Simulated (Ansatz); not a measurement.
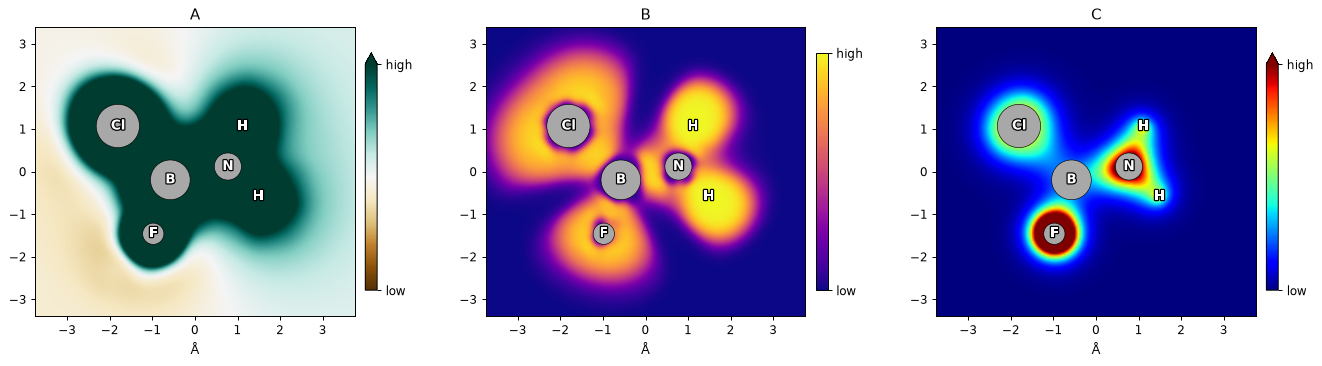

BClFH$_{2}$N: 3 fields on the molecular plane, with unlabelled colour scales. Grey discs cover the atomic cores.

The reactant side of a reaction path; geometry: PBE0-D4/def2-TZVP.

The calculation used RKS PBE0-D4/def2-TZVPP in Ansatz 0.2.0.

Which field does each panel show? The fields are: electron density, electron localisation function and electrostatic potential.

Panel A: electrostatic potential (strongly positive close to the atoms, with negative regions outside electron-rich atoms). Panel B: electron localisation function. Panel C: electron density. From the grid: B–F (1.33 Å): ρ at the midpoint is about 2.2 e/Å³; the ELF peaks at about 0.85 between the atoms; a shared but strongly polarised pair. B–N (1.39 Å): ρ at the midpoint is about 2 e/Å³; the ELF peaks at about 0.90 between the atoms (a polar covalent bond).
